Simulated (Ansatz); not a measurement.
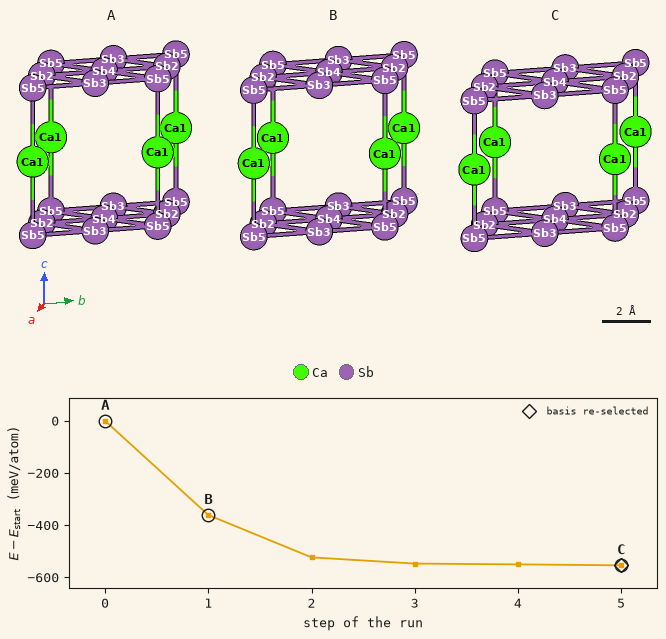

Frames of a relaxation of solid CaSb$_{4}$ (a generated structure, set up in P6/mmm) (coarse preliminary run), marked on the history of the run. A ball-and-stick model of the cell of the calculation, seen from a free direction.

Method: DFT PBE, scalar-relativistic, plane waves, PAW in Ansatz. (plane-wave cutoff 420 eV; k-point mesh 6 × 6 × 4; occupations gaussian; smearing width 0.1 eV; no spin polarisation; cell and atoms relaxed; force threshold 0.04 eV/Å; at most 70 steps)

**Describe the path.**

The energy falls by 554 meV per atom in 4 accepted moves (5 points after the start). All forces vanish by symmetry, so only the cell relaxes. Pressure: 14.23 GPa at the start and 0.22 GPa at the end. The SCF was repeated once at an unchanged geometry on a basis and grid sized afresh for the cell, which shifted the energy by 3.7 meV per atom at most. No atom moves by more than 0.005 Å relative to the cell. The volume changes by +18.2 %, with a = b 5.673 → 6.382 Å (+12.5 %), c 6.302 → 5.886 Å (−6.6 %). Among the contacts that change: Sb2–Sb3 2.837 → 3.191 Å, Ca1–Sb5 3.151 → 2.943 Å. The space group stays P6/mmm (No. 191). From step 0 to 1: volume +9.2 %, energy −361 meV per atom. From step 1 to 5: volume +8.2 %, energy −193 meV per atom.

| step | E − E(0), meV/atom | pressure, GPa | volume, Å³/atom | note |
| --- | --- | --- | --- | --- |
| 0 | 0.00 | 14.23 | 35.132 |  |
| 1 | -360.93 | 5.84 | 38.362 |  |
| 2 | -523.04 | 2.14 | 39.578 |  |
| 3 | -546.87 | 0.93 | 40.431 |  |
| 4 | -549.93 | 0.03 | 41.522 |  |
| 5 | -553.66 | 0.22 | 41.522 | same geometry, new basis |
